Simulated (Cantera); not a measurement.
A closed system holds: 1 mol Si₃N₄, 0.62 mol CO₂, 260 mol H₂, at 1700 Pa.

Equilibrium computed with Cantera from the NASA thermochemical tables; the gas is ideal and each condensed phase is pure. Candidate condensed phases: C, C₆H₆, C₇H₈, C₈H₁₈, H₂O, Si, SiC, SiO₂, Si₂N₂O, Si₃N₄; 151 gas species. Mutual solubility and eutectic melting of coexisting phases are not modelled. Gases not in the tables: Si₂H₆ and higher silanes. Equilibrium is a limit: real reactors are often held back by kinetics, nucleation or transport.

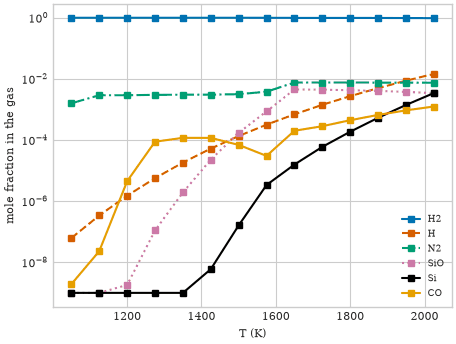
Figure: Equilibrium gas composition (values under 1e-9 drawn at 1e-9)

At 1050 K the condensed part is C(graphite) + Si₂N₂O(s) + Si₃N₄(s). At 1125 K the condensed part is SiC(s) + Si₂N₂O(s). At 1200 K the condensed part is C(graphite) + SiC(s) + Si₂N₂O(s). From 1275 K to 1500 K the condensed part is SiC(s) + Si₂N₂O(s). At 1575 K the condensed part is Si(s) + SiC(s) + Si₂N₂O(s). At 1650 K the condensed part is Si(s) + SiC(s). From 1725 K to 2025 K the condensed part is Si(l) + SiC(s).
